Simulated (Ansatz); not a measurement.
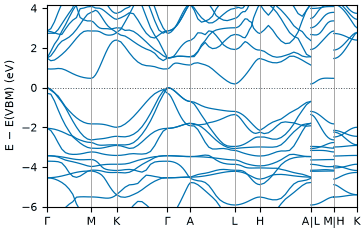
Band structure from DFT-r²SCAN in the program Ansatz with PAW potentials

Q: Read off the gap and where the band edges lie.

A: About 0.2 eV (0.18 eV by a search for the band edges); maximum at Γ, minimum at L.

Q: Which compound is it?
A) Bi2Te3, La2O3 or Ni2Al3 type
B) YZnCuP2, P3m1 (Pearson symbol hP5)
C) MgAl2C2, P-3m1 (Mg on 1a, Al on 2d, C on 2d)
D) Mg3Sb2, La2O3 or Ni2Al3 type

A: B, YZnCuP2, P3m1 (Pearson symbol hP5)

The workflow started from a Materials Project entry (that database holds measured and hypothetical structures alike); the Crystallography Open Database copy checked does not list it. Whether it is the stable phase at ambient conditions was not checked. The r²SCAN relaxation kept the symmetry of its start; its stability against distortions is not shown here. No spin polarisation was allowed. Scalar-relativistic: spin–orbit coupling is off unless named, which matters more the heavier the elements.

Potentials: the later of the program's two PAW sets.
